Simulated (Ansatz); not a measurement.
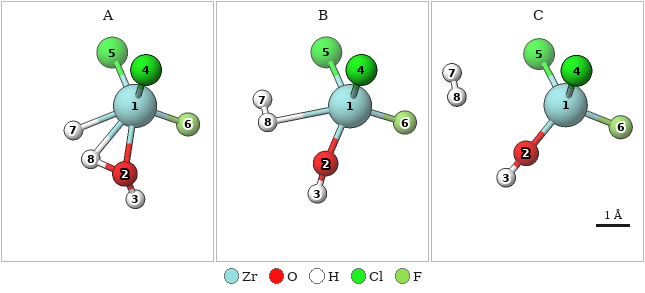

3 geometries from a converged minimum-energy path of ZrH₃OCl₂F, made up at the start of ZrHOCl2F and H₂, shuffled. Style: ball-and-stick. Shown at a tilt.

The calculation used Ansatz, RKS BLYP-D4/def2-SVP. Set-up: 5 movable images; climbing image; force threshold 0.05 eV/Å; iteration limit 60; starting path through a guess of the saddle point.

Question: Which frame is the transition state?

Answer: A. In order along the path, whose images run from 0 to 6: C (image 1, +0.1 kcal/mol), B (image 3, +5.3 kcal/mol), A (image 5, +31.7 kcal/mol). Breaking: H7–H8 (0.77 → 1.09 at the top → 2.39 Å). Forming: O2–H8 (2.64 → 1.20 at the top → 0.98 Å), Zr1–H7 (4.04 → 2.03 at the top → 1.87 Å).

Limits of the set-up: the start holds two separate molecules, 2.6 Å apart at their closest, whose relative position is a soft coordinate.

The run took 5.2 min on 2 threads of Arm Neoverse V1 (shared host), peak memory 0.16 GiB.
